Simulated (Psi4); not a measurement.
**BH: molecular dynamics (part 2 of 2)**

BH (borane(1)); r2SCAN/6-31G*, RKS, dispersion D4 (Psi4 1.11). 

Geometry of the input (Å):
```
B  0.0000  0.0000  0.0000
H  0.0000  0.0000  1.2324
```

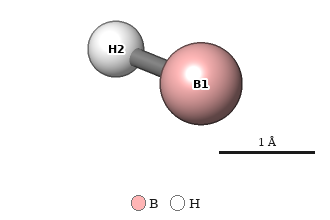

The geometry at step 20 of the log (ball-and-stick view, seen at an oblique angle; atoms are numbered from 1 in the order of the input).

## Standard output, continued
```
step  26  Epot    -687.134951  Ekin  0.138468  Etot    -686.996484 eV  T   535.6 K
step  27  Epot    -687.128456  Ekin  0.131976  Etot    -686.996480 eV  T   510.5 K
step  28  Epot    -687.120123  Ekin  0.123647  Etot    -686.996476 eV  T   478.3 K
step  29  Epot    -687.110371  Ekin  0.113900  Etot    -686.996471 eV  T   440.6 K
step  30  Epot    -687.099628  Ekin  0.103161  Etot    -686.996467 eV  T   399.0 K
step  31  Epot    -687.088317  Ekin  0.091854  Etot    -686.996463 eV  T   355.3 K
step  32  Epot    -687.076844  Ekin  0.080384  Etot    -686.996460 eV  T   310.9 K
step  33  Epot    -687.065587  Ekin  0.069128  Etot    -686.996459 eV  T   267.4 K
step  34  Epot    -687.054886  Ekin  0.058427  Etot    -686.996459 eV  T   226.0 K
step  35  Epot    -687.045045  Ekin  0.048586  Etot    -686.996459 eV  T   187.9 K
step  36  Epot    -687.036327  Ekin  0.039867  Etot    -686.996460 eV  T   154.2 K
step  37  Epot    -687.028953  Ekin  0.032492  Etot    -686.996461 eV  T   125.7 K
step  38  Epot    -687.023099  Ekin  0.026638  Etot    -686.996461 eV  T   103.0 K
step  39  Epot    -687.018905  Ekin  0.022443  Etot    -686.996461 eV  T    86.8 K
step  40  Epot    -687.016463  Ekin  0.020003  Etot    -686.996461 eV  T    77.4 K
```

## Trajectory as extended XYZ (Å, eV, eV/Å), 41 frames, from step=0 to step=40
```
2
Properties=species:S:1:pos:R:3:forces:R:3 step=0 energy=-687.13696
B     0.0000    0.0000    0.0000    0.0000   0.0000  -0.3779
H     0.0000    0.0000    1.2324    0.0000   0.0000   0.3923
2
Properties=species:S:1:pos:R:3:forces:R:3 step=1 energy=-687.13068
B     0.0004    0.0003    0.0010    0.0024   0.0016  -0.6286
H    -0.0043   -0.0029    1.2212   -0.0025  -0.0017   0.6413
2
Properties=species:S:1:pos:R:3:forces:R:3 step=2 energy=-687.12167
B     0.0008    0.0005    0.0020    0.0069   0.0046  -0.8852
H    -0.0086   -0.0058    1.2104   -0.0070  -0.0047   0.8964
2
Properties=species:S:1:pos:R:3:forces:R:3 step=3 energy=-687.11029
B     0.0012    0.0008    0.0029    0.0135   0.0091  -1.1430
H    -0.0129   -0.0087    1.2002   -0.0136  -0.0091   1.1528
2
Properties=species:S:1:pos:R:3:forces:R:3 step=4 energy=-687.09708
B     0.0016    0.0011    0.0038    0.0221   0.0149  -1.3960
H    -0.0172   -0.0116    1.1906   -0.0222  -0.0150   1.4045
2
Properties=species:S:1:pos:R:3:forces:R:3 step=5 energy=-687.08277
B     0.0020    0.0013    0.0046    0.0327   0.0220  -1.6374
H    -0.0215   -0.0145    1.1819   -0.0328  -0.0221   1.6448
2
Properties=species:S:1:pos:R:3:forces:R:3 step=6 energy=-687.06822
B     0.0024    0.0016    0.0053    0.0450   0.0303  -1.8599
H    -0.0259   -0.0174    1.1742   -0.0451  -0.0304   1.8664
2
Properties=species:S:1:pos:R:3:forces:R:3 step=7 energy=-687.05441
B     0.0028    0.0019    0.0059    0.0585   0.0394  -2.0559
H    -0.0303   -0.0204    1.1676   -0.0586  -0.0395   2.0619
2
Properties=species:S:1:pos:R:3:forces:R:3 step=8 energy=-687.04228
B     0.0032    0.0021    0.0064    0.0726   0.0489  -2.2184
H    -0.0347   -0.0233    1.1622   -0.0728  -0.0490   2.2239
2
Properties=species:S:1:pos:R:3:forces:R:3 step=9 energy=-687.03275
B     0.0036    0.0024    0.0068    0.0868   0.0584  -2.3408
H    -0.0391   -0.0263    1.1581   -0.0870  -0.0586   2.3461
2
Properties=species:S:1:pos:R:3:forces:R:3 step=10 energy=-687.02655
B     0.0040    0.0027    0.0070    0.1003   0.0675  -2.4183
H    -0.0436   -0.0294    1.1555   -0.1005  -0.0676   2.4234
2
Properties=species:S:1:pos:R:3:forces:R:3 step=11 energy=-687.02415
B     0.0044    0.0030    0.0071    0.1122   0.0755  -2.4473
H    -0.0482   -0.0324    1.1543   -0.1124  -0.0757   2.4523
2
Properties=species:S:1:pos:R:3:forces:R:3 step=12 energy=-687.02576
B     0.0048    0.0033    0.0071    0.1219   0.0821  -2.4266
H    -0.0528   -0.0356    1.1546   -0.1222  -0.0822   2.4317
2
Properties=species:S:1:pos:R:3:forces:R:3 step=13 energy=-687.03124
B     0.0053    0.0035    0.0070    0.1288   0.0867  -2.3573
H    -0.0575   -0.0387    1.1563   -0.1291  -0.0869   2.3625
2
Properties=species:S:1:pos:R:3:forces:R:3 step=14 energy=-687.04016
B     0.0057    0.0038    0.0067    0.1323   0.0890  -2.2422
H    -0.0623   -0.0419    1.1595   -0.1326  -0.0892   2.2477
2
Properties=species:S:1:pos:R:3:forces:R:3 step=15 energy=-687.05183
B     0.0061    0.0041    0.0063    0.1321   0.0889  -2.0863
H    -0.0672   -0.0452    1.1640   -0.1325  -0.0892   2.0921
2
Properties=species:S:1:pos:R:3:forces:R:3 step=16 energy=-687.06539
B     0.0066    0.0044    0.0057    0.1282   0.0863  -1.8957
H    -0.0721   -0.0485    1.1697   -0.1286  -0.0866   1.9021
2
Properties=species:S:1:pos:R:3:forces:R:3 step=17 energy=-687.07987
B     0.0071    0.0048    0.0051    0.1206   0.0811  -1.6776
H    -0.0771   -0.0519    1.1766   -0.1211  -0.0815   1.6847
2
Properties=species:S:1:pos:R:3:forces:R:3 step=18 energy=-687.09430
B     0.0075    0.0051    0.0044    0.1095   0.0737  -1.4393
H    -0.0822   -0.0553    1.1845   -0.1101  -0.0741   1.4475
2
Properties=species:S:1:pos:R:3:forces:R:3 step=19 energy=-687.10780
B     0.0080    0.0054    0.0036    0.0953   0.0641  -1.1884
H    -0.0874   -0.0588    1.1933   -0.0960  -0.0646   1.1979
2
Properties=species:S:1:pos:R:3:forces:R:3 step=20 energy=-687.11959
B     0.0085    0.0057    0.0027    0.0785   0.0528  -0.9317
H    -0.0926   -0.0623    1.2028   -0.0794  -0.0534   0.9426
2
Properties=species:S:1:pos:R:3:forces:R:3 step=21 energy=-687.12910
B     0.0090    0.0060    0.0018    0.0596   0.0401  -0.6754
H    -0.0978   -0.0659    1.2128   -0.0607  -0.0408   0.6877
2
Properties=species:S:1:pos:R:3:forces:R:3 step=22 energy=-687.13594
B     0.0094    0.0064    0.0008    0.0391   0.0263  -0.4244
H    -0.1031   -0.0694    1.2233   -0.0404  -0.0272   0.4383
2
Properties=species:S:1:pos:R:3:forces:R:3 step=23 energy=-687.13990
B     0.0099    0.0067   -0.0001    0.0175   0.0118  -0.1828
H    -0.1085   -0.0730    1.2340   -0.0190  -0.0128   0.1985
2
Properties=species:S:1:pos:R:3:forces:R:3 step=24 energy=-687.14096
B     0.0104    0.0070   -0.0011   -0.0046  -0.0031   0.0464
H    -0.1138   -0.0766    1.2448    0.0029   0.0019  -0.0288
2
Properties=species:S:1:pos:R:3:forces:R:3 step=25 energy=-687.13923
B     0.0109    0.0073   -0.0021   -0.0270  -0.0181   0.2609
H    -0.1191   -0.0802    1.2557    0.0250   0.0168  -0.2414
2
Properties=species:S:1:pos:R:3:forces:R:3 step=26 energy=-687.13496
B     0.0114    0.0077   -0.0031   -0.0491  -0.0331   0.4592
H    -0.1244   -0.0838    1.2663    0.0469   0.0316  -0.4381
2
Properties=species:S:1:pos:R:3:forces:R:3 step=27 energy=-687.12846
B     0.0119    0.0080   -0.0041   -0.0708  -0.0477   0.6408
H    -0.1297   -0.0873    1.2768    0.0683   0.0460  -0.6181
2
Properties=species:S:1:pos:R:3:forces:R:3 step=28 energy=-687.12013
B     0.0124    0.0083   -0.0050   -0.0919  -0.0618   0.8055
H    -0.1350   -0.0908    1.2868    0.0891   0.0600  -0.7813
2
Properties=species:S:1:pos:R:3:forces:R:3 step=29 energy=-687.11038
B     0.0128    0.0086   -0.0059   -0.1120  -0.0754   0.9536
H    -0.1402   -0.0943    1.2964    0.1090   0.0734  -0.9280
2
Properties=species:S:1:pos:R:3:forces:R:3 step=30 energy=-687.09963
B     0.0133    0.0090   -0.0067   -0.1312  -0.0883   1.0855
H    -0.1453   -0.0978    1.3054    0.1280   0.0861  -1.0586
2
Properties=species:S:1:pos:R:3:forces:R:3 step=31 energy=-687.08832
B     0.0138    0.0093   -0.0074   -0.1493  -0.1005   1.2019
H    -0.1503   -0.1012    1.3138    0.1458   0.0982  -1.1740
2
Properties=species:S:1:pos:R:3:forces:R:3 step=32 energy=-687.07685
B     0.0142    0.0096   -0.0081   -0.1662  -0.1119   1.3036
H    -0.1553   -0.1045    1.3214    0.1625   0.1094  -1.2748
2
Properties=species:S:1:pos:R:3:forces:R:3 step=33 energy=-687.06559
B     0.0147    0.0099   -0.0088   -0.1819  -0.1225   1.3914
H    -0.1602   -0.1078    1.3283    0.1781   0.1199  -1.3619
2
Properties=species:S:1:pos:R:3:forces:R:3 step=34 energy=-687.05489
B     0.0151    0.0102   -0.0093   -0.1965  -0.1322   1.4664
H    -0.1649   -0.1110    1.3344    0.1924   0.1295  -1.4363
2
Properties=species:S:1:pos:R:3:forces:R:3 step=35 energy=-687.04505
B     0.0155    0.0104   -0.0098   -0.2098  -0.1412   1.5292
H    -0.1696   -0.1141    1.3397    0.2056   0.1384  -1.4986
2
Properties=species:S:1:pos:R:3:forces:R:3 step=36 energy=-687.03633
B     0.0159    0.0107   -0.0102   -0.2218  -0.1493   1.5807
H    -0.1741   -0.1172    1.3440    0.2175   0.1464  -1.5496
2
Properties=species:S:1:pos:R:3:forces:R:3 step=37 energy=-687.02896
B     0.0163    0.0110   -0.0105   -0.2326  -0.1566   1.6214
H    -0.1785   -0.1201    1.3474    0.2281   0.1535  -1.5900
2
Properties=species:S:1:pos:R:3:forces:R:3 step=38 energy=-687.02310
B     0.0167    0.0113   -0.0107   -0.2422  -0.1630   1.6519
H    -0.1827   -0.1230    1.3498    0.2375   0.1599  -1.6202
2
Properties=species:S:1:pos:R:3:forces:R:3 step=39 energy=-687.01891
B     0.0171    0.0115   -0.0109   -0.2504  -0.1686   1.6726
H    -0.1868   -0.1258    1.3513    0.2457   0.1653  -1.6408
2
Properties=species:S:1:pos:R:3:forces:R:3 step=40 energy=-687.01647
B     0.0175    0.0118   -0.0109   -0.2574  -0.1732   1.6839
H    -0.1908   -0.1284    1.3518    0.2525   0.1699  -1.6520
```

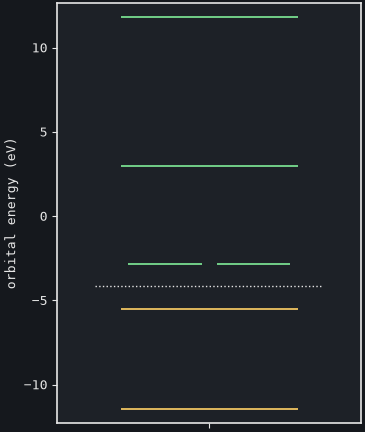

Orbital energies near the frontier; the dotted line parts filled from empty levels, and levels within 0.02 eV of each other stand side by side. Highest filled −5.53 eV, lowest empty −2.82 eV, 2.71 eV apart.
